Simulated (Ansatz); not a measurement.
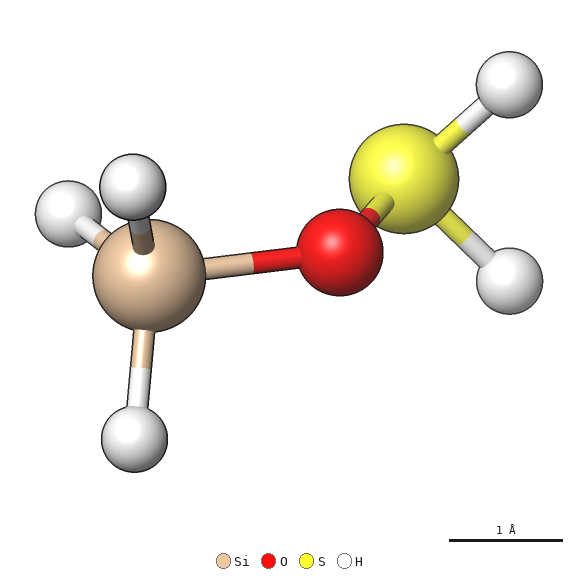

The picture shows the input geometry.

The calculation was set up as follows.

```yaml
crystal:
  periodic: [false, false, false]
  atoms:
    - {symbol: Si, position_ang: [-0.713218, 1.054073, -0.530933]}
    - {symbol: O, position_ang: [0.427162, 0.073936, 0.387593]}
    - {symbol: S, position_ang: [0.566505, -1.470011, 0.365017]}
    - {symbol: H, position_ang: [-1.512167, 0.055768, -1.271678]}
    - {symbol: H, position_ang: [0.153416, 1.887638, -1.378181]}
    - {symbol: H, position_ang: [-1.455794, 1.776321, 0.513090]}
    - {symbol: H, position_ang: [1.911778, -1.620534, 0.220618]}
    - {symbol: H, position_ang: [0.622320, -1.757192, 1.694484]}
basis:
  gaussian: {orbitals: def2-TZVPP}
total_charge: 1
hamiltonian: {xc: {name: wB97M-V}}
```

Command:

```sh
ansatz run in.yaml --threads 2 --pin off --events-out ev --progress --plain --max-ram 4352MiB
```

What the program printed:

```
Functional definition: wB97M-V
  name "wB97M-V"
  cite "Mardirossian & Head-Gordon, J. Chem. Phys. 144, 214110 (2016) doi:10.1063/1.4952647"
  cite "Becke, J. Chem. Phys. 107, 8554 (1997) doi:10.1063/1.475007"
  cite "Vydrov & Van Voorhis, J. Chem. Phys. 133, 244103 (2010) doi:10.1063/1.3521275"
  # Of w^i u^j: cxij and so on, Table III.
  parameter omega = 0.3/bohr
  parameter cx = 0.15
  parameter cx01 = 1.007
  parameter cx10 = 0.259
  parameter css00 = 0.443
  parameter css04 = -1.437
  parameter css10 = -4.535
  parameter css20 = -3.390
  parameter css43 = 4.278
  parameter cos00 = 1.000
  parameter cos10 = 1.358
  parameter cos20 = 2.924
  parameter cos21 = -8.812
  parameter cos60 = -1.390
  parameter cos61 = 9.142
  parameter b = 6.0
  parameter c = 0.01
  gx(w, u) = 1 - cx + cx01*u + cx10*w
  gss(w, u) = css00 + css04*u^4 + css10*w + css20*w^2 + css43*w^4*u^3
  gos(w, u) = cos00 + cos10*w + (cos20 + cos21*u)*w^2 + (cos60 + cos61*u)*w^6
  exchange = spin_sum(e_x_unif_sr(omega)*gx(b97_w, b97_u_x)) + cx*exact_x_sr(omega) + exact_x_lr(omega)
  correlation = spin_sum(e_c_pw_mod_same_spin*gss(b97_w, b97_u_same))
      + integral(e_c_pw_mod_opposite_spin*gos(b97_w_opposite, b97_u_opposite)) + vv10(b, c)
1028 factors; their error is unknown
229 factors; integrals over basis functions are off by at most 1.3e-5 eV
mean field evaluation 1: about -20824.7757 eV, gradient 7.0e1 eV
mean field evaluation 2: about -20817.1264 eV, gradient 9.5e1 eV
mean field evaluation 4: about -20832.8191 eV, gradient 1.6e0 eV
mean field evaluation 8: about -20832.8325 eV, gradient 7.1e-2 eV
mean field evaluation 16: about -20832.8403 eV, gradient 5.0e-5 eV
mean field -20832.84026422 eV, -765.5927587037 hartree, gradient 5.0e-5 eV, S^2 0.000000; 0 other end points of the search recorded, 0 dependent functions left out
reference -20832.84031341 eV, -765.5927605113 hartree; 21, 21 occupied and 164, 164 virtual orbitals, 1028 factors
Total energy: -20832.84031341 eV, -765.5927605113 hartree
```
